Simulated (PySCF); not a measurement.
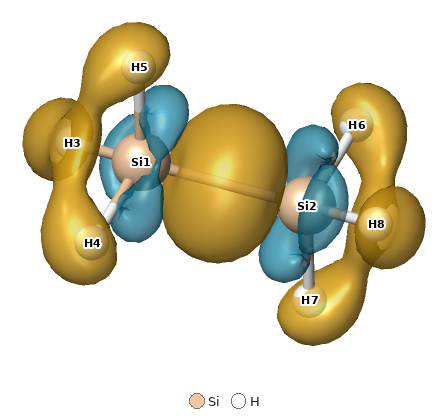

Figure. H6Si2, SMILES `[SiH3][SiH3]`. Fukui function f⁻ = ρ(N) − ρ(N−1) at fixed geometry, surfaces at ±0.03 e/Å³ (yellow positive, teal negative).

PySCF calculation, B3LYP/def2-SVP, gas phase; geometry: GFN2-xTB. No frequency check shows the geometry to be a minimum.

Coordinates in Å:

```
Si1     -1.1527    0.0003   -0.0001
Si2      1.1525    0.0001    0.0001
H3      -1.7147    0.9302   -0.9832
H4      -1.7103   -1.3225   -0.3124
H5      -1.7150    0.3867    1.2967
H6       1.7147    1.3170    0.3108
H7       1.7147   -0.3895   -1.2958
H8       1.7144   -0.9276    0.9853
```

### Which atoms respond most to the removal of an electron?

f⁻ (Hirshfeld-condensed) is largest on Si1 and Si2 (0.25 each); the vertical ionisation energy is 10.92 eV. Condensed values hint at sites of electrophilic attack but needn't mark the atom that reacts. Orbital relaxation makes it negative in places (0.16 e in all).
